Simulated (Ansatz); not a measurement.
**Profile along the Te–Hg line in HgTe (zinc blende)**

HgTe (zinc blende), conventional cell a = 6.651 Å, b = 6.651 Å, c = 6.651 Å, α = 90.00°, β = 90.00°, γ = 90.00°. The calculation uses the primitive cell of 2 atoms, to which meshes and values per cell refer.

Fields along a shortest Te–Hg line of a {110} plane (2.88 Å), from Te to Hg, interpolated on the slice's grid (step about 0.2 Å). Calculation: PBE (plane waves to 420 eV, PAW, scalar-relativistic; Ansatz, a quantum-chemistry and plane-wave program). k mesh 12×12×12. These are valence fields of a PAW run, semicore shells included where kept as valence: close to a nucleus they are smooth pseudo fields. At this level the bands of HgTe touch or barely overlap. HgTe was relaxed with its symmetry unable to fall. Spin-orbit coupling is left out, though Hg and Te are heavy. The PAW data are Ansatz's earlier set. The relaxed volume of HgTe is well above the measured one; the method has no dispersion term.

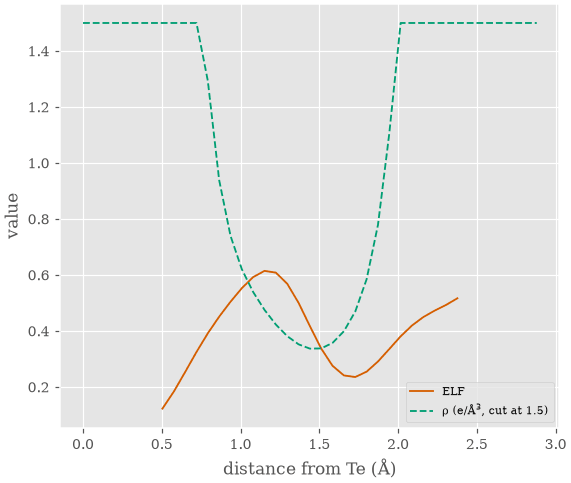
Figure. ELF (away from the nuclei) and valence density from Te to Hg.

Density on the Te–Hg line (2.88 Å) at its midpoint: 0.34 e/Å³. ELF at that point: 0.4. ELF maximum in the middle third of the Te–Hg line: 0.61, 1.2 Å from Te.
